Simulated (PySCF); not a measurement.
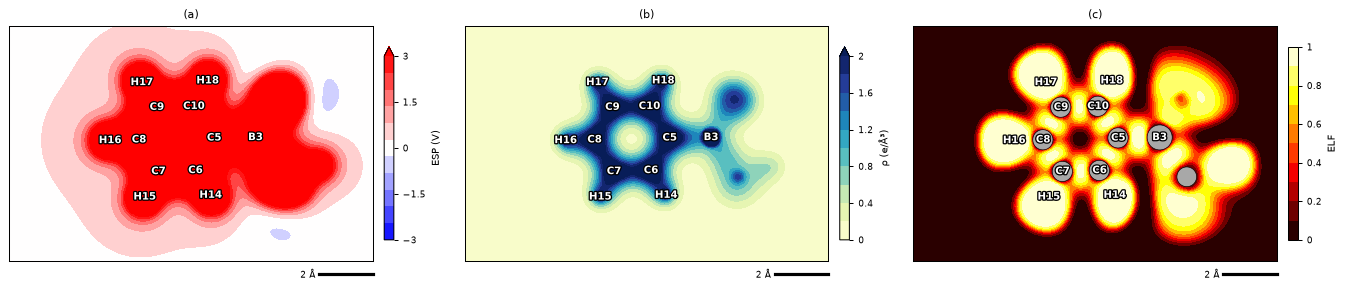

Figure. C6H8B2ClP (SMILES BPB(Cl)c1ccccc1). (a) molecular electrostatic potential; (b) electron density; (c) electron localisation function on the plane of atoms C8, C7 and H15. Grey discs cover the atomic cores in the ELF map.

Geometry: GFN2-xTB.

All numbers below come from PySCF 2.14.0, PBE0/pcSseg-1, SCF density, gas phase, non-relativistic.

```xyz
18

B     3.0962    1.0037    0.2203
P     2.6150   -0.2074   -1.0391
B     1.1180   -1.2141   -0.6046
Cl    1.2526   -2.9303   -0.7120
C    -0.2344   -0.5597   -0.2064
C    -0.5020    0.7750   -0.5353
C    -1.7005    1.3730   -0.1992
C    -2.6646    0.6537    0.4895
C    -2.4246   -0.6679    0.8288
C    -1.2295   -1.2667    0.4794
H     4.2281    1.1907    0.4394
H     2.2648    1.6420    0.7379
H     3.6377   -1.1112   -1.2241
H     0.2487    1.3367   -1.0771
H    -1.8872    2.4010   -0.4732
H    -3.6012    1.1204    0.7576
H    -3.1741   -1.2328    1.3641
H    -1.0517   -2.2998    0.7422
```

Interpret the plot.

Answer.
- The section cuts through B, C and H sites.
- C–C (1.38 Å): the density is about 2.1 e/Å³ at the midpoint; the ELF peaks at about 0.95 between the atoms: a covalent bond.
- C–B (1.55 Å): ρ is about 1.5 e/Å³ halfway; the ELF peaks at about 1 between the atoms: localised, covalent bonding.
- C–H (1.08 Å): the density is about 2 e/Å³ at the midpoint; the ELF climbs to about 1 towards the hydrogen, as it does in any bond to H (a covalent bond by its length).
- The ELF also peaks beside P2 and Cl4, away from the bonds: lone-pair regions.
- Outside the dense part of the molecule the potential is most negative (−0.3 V) near Cl4, which lies off the plane.
